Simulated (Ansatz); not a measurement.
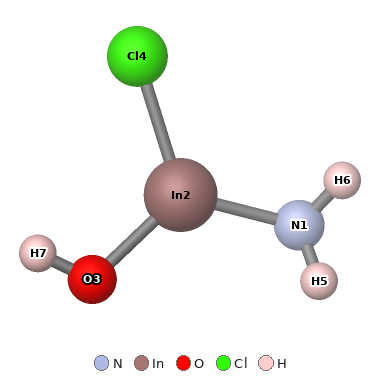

The system is ClH₃InNO, SMILES [NH2][In]([OH])[Cl]; the picture shows the reference structure. 
- The first coordinate is: bond length In2–O3; the second: dihedral N1–In2–O3–H7.
- Nothing is relaxed (all other coordinates rigid).
- Grid: 9 × 10 points.
- Points are written as (first, second).
- Energies are in kJ/mol, from the lowest grid point.
- The restricted reference is unstable at some or all points, so the energies there are unreliable.
- Level of theory: Ansatz, RHF-MP2, frozen core/def2-TZVP.

Its coordinates:

```csv
atom,x (Å),y (Å),z (Å)
N,0.2120,1.4126,0.7916
In,-0.0730,-0.4006,0.0096
O,-0.6832,-0.6808,-1.8404
Cl,0.0913,-2.2955,1.3295
H,0.4734,2.1379,0.1342
H,0.8334,1.4426,1.5910
H,-0.8539,-1.6162,-2.0155
```

Range: bond length In2–O3 from 1.653 to 2.559 Å; dihedral N1–In2–O3–H7 from −180 to 144°.

Q: What landscape does the calculation give?

A: The lowest grid point is at (1.993 Å, −180°). There is a further well near (1.993 Å, 0°) (7 kJ/mol above the lowest at that grid point). The highest grid point, (1.653 Å, −72°), lies 205 kJ/mol above the lowest. Round the minimum the two coordinates are nearly uncoupled.

```
dihedral N1–In2–O3–H7 ↓, bond length In2–O3 →  1.653  1.766  1.880  1.993  2.106  2.219  2.332  2.445  2.559
                                          144    191     68     16      6     20     48     84    122    160
                                          108    204     79     25     13     27     54     88    125    163
                                           72    205     80     26     14     28     55     89    126    164
                                           36    196     73     20      9     24     52     86    124    162
                                            0    192     69     17      7     21     50     85    123    161
                                          −36    198     74     21     10     24     52     87    124    162
                                          −72    205     80     26     14     27     54     89    126    163
                                         −108    200     76     22     11     25     52     87    124    162
                                         −144    187     65     12      3     18     47     82    121    159
                                         −180    182     60      9      0     16     45     81    119    158
```

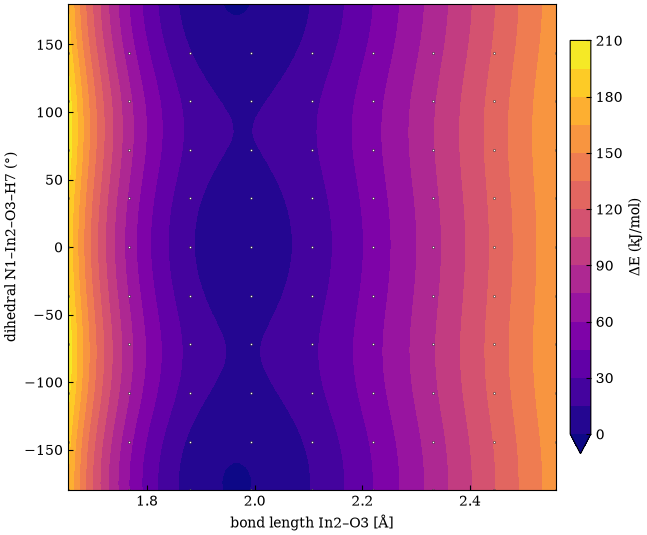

In the figure: filled contours, dots at the grid points. Between grid points the surface is interpolated.

The whole map (90 points run) took 22 min on 1 thread of Arm Neoverse V2, with other jobs on the host.
